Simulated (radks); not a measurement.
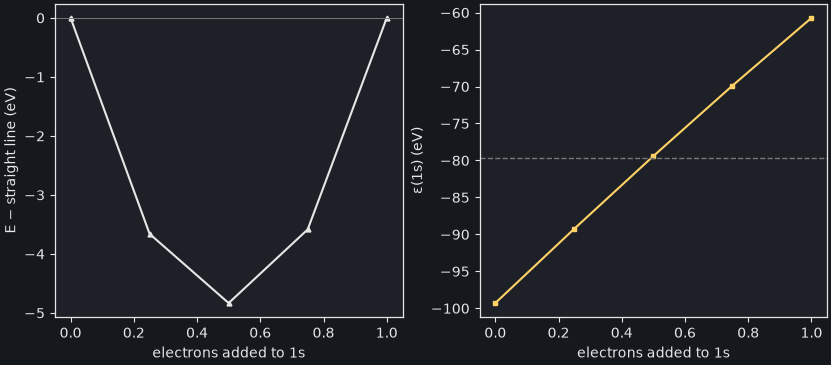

The calculation used the in-house radial solver radks at this level: Dirac Kohn-Sham, BLYP, spin-unpolarised, spherical densities, finite nucleus. The occupation of the 1s shell is varied from Li²⁺ (1s1) to Li⁺ (1s2), with spherical fractional occupations. The plot shows the total energy less the straight line between the end points, and the eigenvalue of 1s (the dashed line is minus the energy to take the whole electron out).

Question: What does the shape say about the method?

Answer: The curve is convex (below the straight line), with the largest deviation among the points computed, −4.83 eV, at 0.5. The end points differ by 79.6 eV, the energy to take the electron out. The eigenvalue, which is the slope of the energy (Janak's theorem), moves from −99.3 eV at 0 to −60.7 eV at 1; for a straight line it would stay constant, and a parabola would sag by an eighth of this change, scaled to a whole electron, 4.82 eV. Convexity is the delocalisation error: fractional charges are too low in energy.
